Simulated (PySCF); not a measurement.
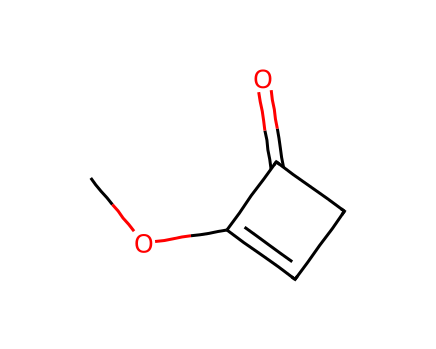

Skeletal drawing of a molecule.

Transcribe the drawing into SMILES.

Answer. COC1=CCC1=O

Give the formula, hydrogens included.

Answer. C5H6O2.

An optimisation with GFN2-xTB gave a structure of which point group?

Answer. Cs. Other conformers may differ.

More results for the same structure follow; atom numbers are the same in all pictures, views and colours differ. Computed geometry: GFN2-xTB optimisation. No frequency run is at hand to confirm it as a minimum.

## Shape

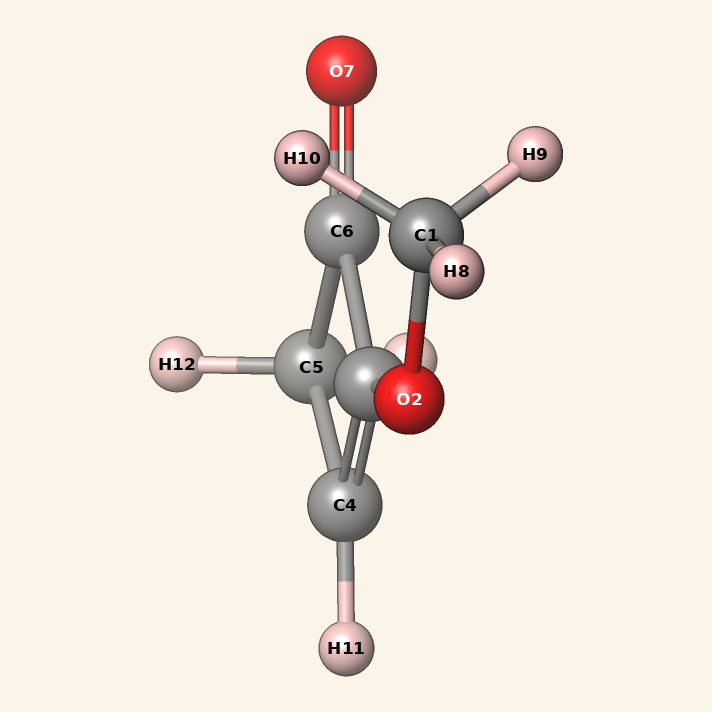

C3 lies behind O2. The molecule seen a little off the O2–C3 bond, O2 in front. Depth is shown by fading: the farther an atom, the more it takes the colour of the background. No frequency run is at hand to confirm it as a minimum.

What is the torsion angle C1–O2–C3–C4? The sign is positive where the front bond must turn clockwise to cover the back bond.

Answer. 180°, antiperiplanar (anti).

## Ring current

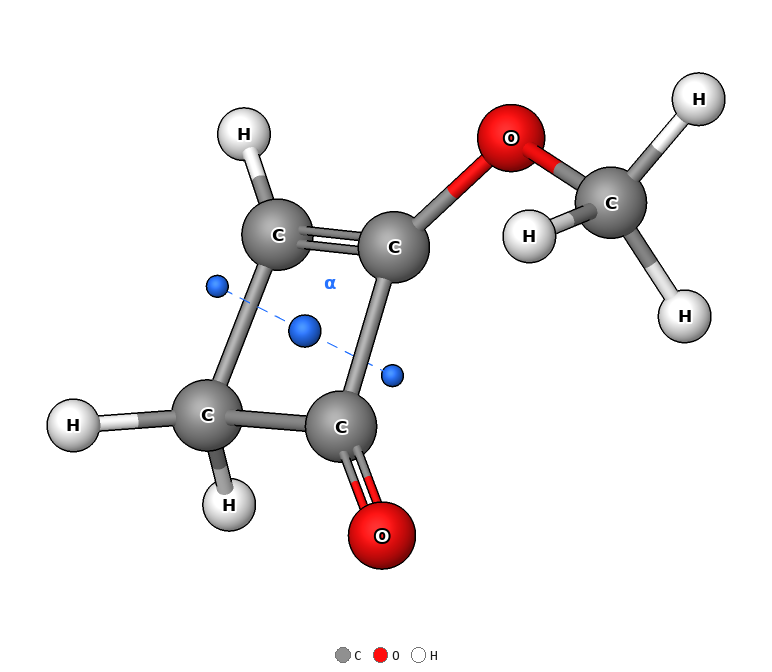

The small points mark where nucleus-independent chemical shifts (NICS) were computed: at the centre of each lettered ring and 1 Å above and below it. No frequency run is at hand to confirm it as a minimum. Method: GIAO PBE0/pcSseg-1 NMR shielding, non-relativistic, gas phase (PySCF 2.14.0).

Give NICS(0), NICS(1) and the out-of-plane component NICS(1)zz for each ring (means of the two sides).

```json
{"ring": "α", "members": "C4", "NICS(0)": "−1.0", "NICS(1)": "−2.7", "NICS(1)zz": "−0.1"}
```

Values in ppm.

## Excitation

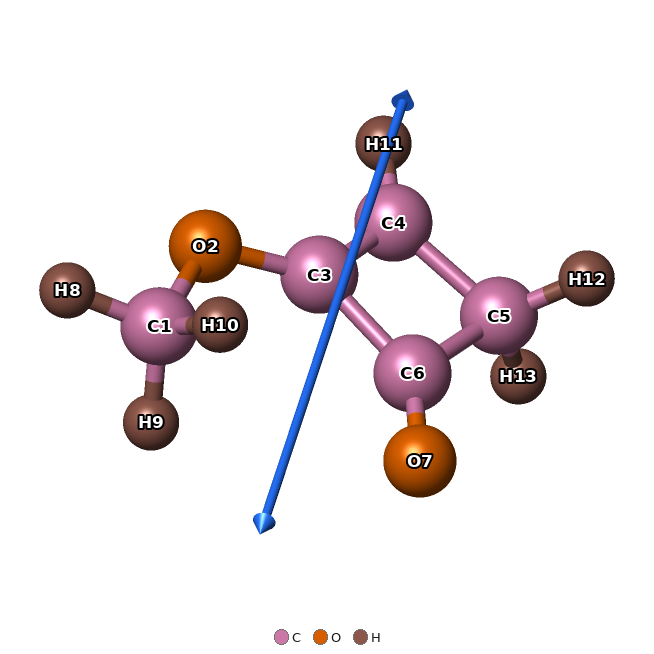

The double arrow shows the direction of the transition dipole to excited singlet state 2 (its length means nothing). No frequency run is at hand to confirm it as a minimum. Method: TDDFT PBE0/def2-SVPD, vertical, gas phase, core orbitals frozen in the response (PySCF 2.14.0).

How is the transition polarised?

Answer. Nearly parallel to the C1–O2 bond.

Give its energy, strength and character.

Answer. 4.85 eV (256 nm), oscillator strength 0.094, mainly HOMO → LUMO (weight 0.96); transition dipole 2.26 D.

## Quadrupole coupling

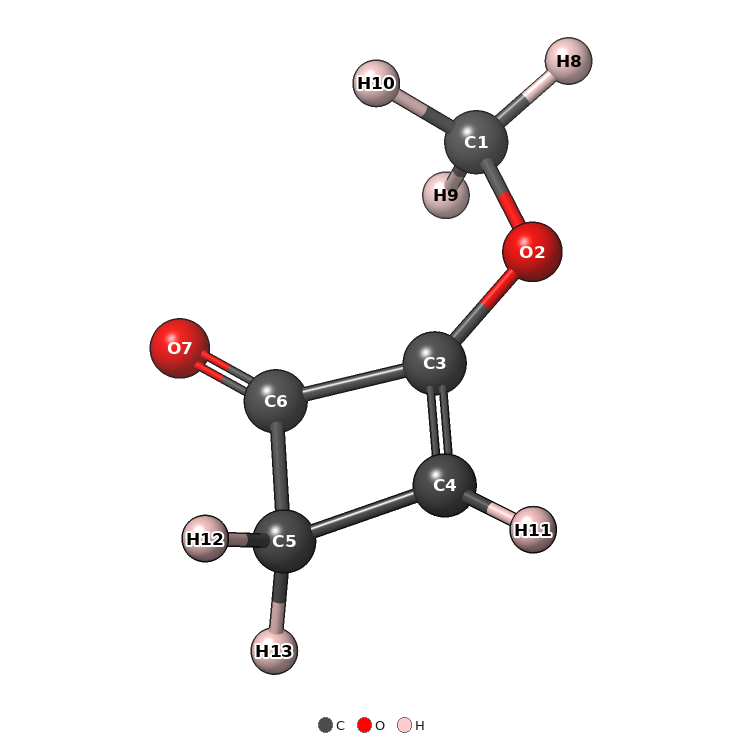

No frequency run is at hand to confirm it as a minimum. Electric field gradients from the ground-state density, PBE0/pcSseg-1 (PySCF 2.14.0), non-relativistic apart from any core potentials.

Give the largest field-gradient component, the quadrupole coupling constant and the asymmetry for 17O at O2 (Q = −25.6 mb), 17O at O7 (Q = −25.6 mb), 2H at H8 (Q = 2.86 mb), 2H at H9 (Q = 2.86 mb), 2H at H11 (Q = 2.86 mb), 2H at H12 (Q = 2.86 mb).

```tsv
atom	V_zz (a.u.)	e²qQ/h (MHz)	η
O2	1.875	−11.28	0.72
O7	−1.801	10.83	0.46
H8	0.305	0.205	0.08
H9	0.293	0.197	0.10
H11	0.347	0.233	0.03
H12	0.309	0.207	0.01
```
